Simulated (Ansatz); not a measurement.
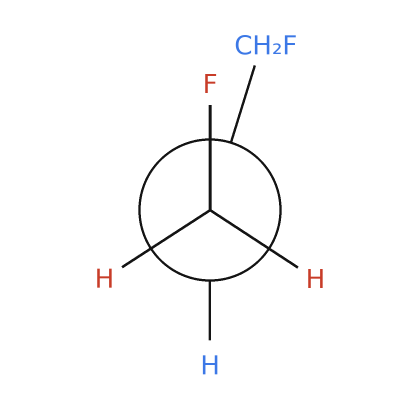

A Newman projection along the C–B bond, carbon in front; angles are drawn as computed, but eclipsed bonds slightly apart. Computed geometry: PBE-D4/def2-SVP optimisation. No frequency run is at hand to confirm it as a minimum.

### Which molecule is it?

C2H5BF2, FCBCF

### What is the torsion angle from the front F to the back CH2F? The sign is positive where the front bond must turn clockwise to cover the back bond.

0°, synperiplanar (eclipsed).
